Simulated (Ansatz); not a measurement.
Input file:

```
crystal:
  periodic: [false, false, false]
  atoms:
    - {symbol: Ga, position_ang: [-0.438481, 0.572525, -0.652533]}
    - {symbol: N, position_ang: [1.328674, 0.381945, -0.286233]}
    - {symbol: H, position_ang: [-1.034556, -0.363614, -1.750636]}
    - {symbol: H, position_ang: [-1.209236, 1.668358, 0.149057]}
    - {symbol: H, position_ang: [-0.828725, -1.449446, 1.473856]}
    - {symbol: H, position_ang: [-1.574494, -1.465027, 1.421939]}
    - {symbol: H, position_ang: [1.930534, -0.279849, -0.745529]}
    - {symbol: H, position_ang: [1.826182, 0.935210, 0.390179]}
basis:
  gaussian: {orbitals: def2-TZVPP}
hamiltonian: {xc: pbe0, dispersion: d4}
output: {orbitals: {seedname: orbitals}}
```

Command:

```sh
ansatz run in.yaml --threads 2 --pin off --events-out ev --progress --plain --max-ram 4352MiB
```

The reactant side of a reaction path; geometry: PBE0-D4/def2-TZVP.

Level of theory: Ansatz, RKS PBE0-D4/def2-TZVPP.

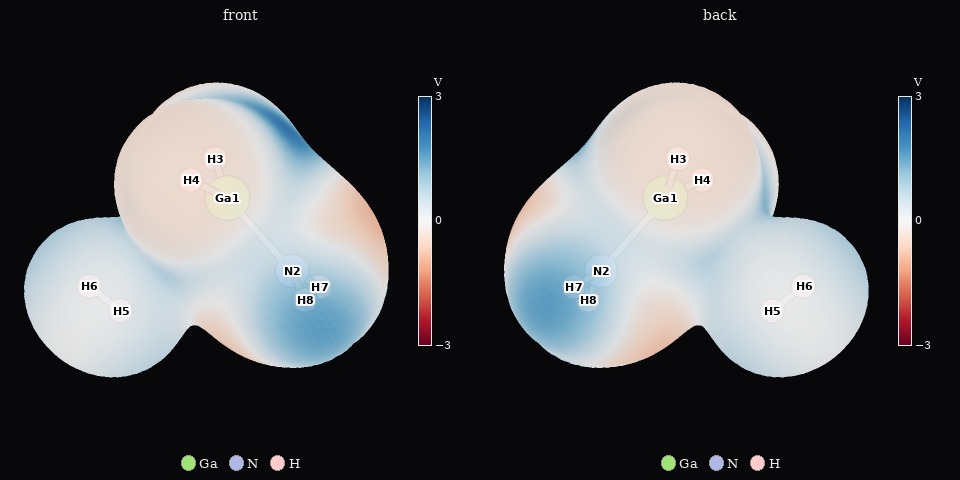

GaH₄N···H₂. The electrostatic potential painted on the density surface at 0.002 e/bohr³, seen from the front and from behind; the colour scale runs from red (negative) to blue (positive).

> Which sites attract a positive test charge, and which a negative one?

A positive charge is drawn to the negative regions and a negative charge to the positive ones. The most negative region (about −0.8 V) lies over N2, the most positive (about +2.0 V) over Ga1.
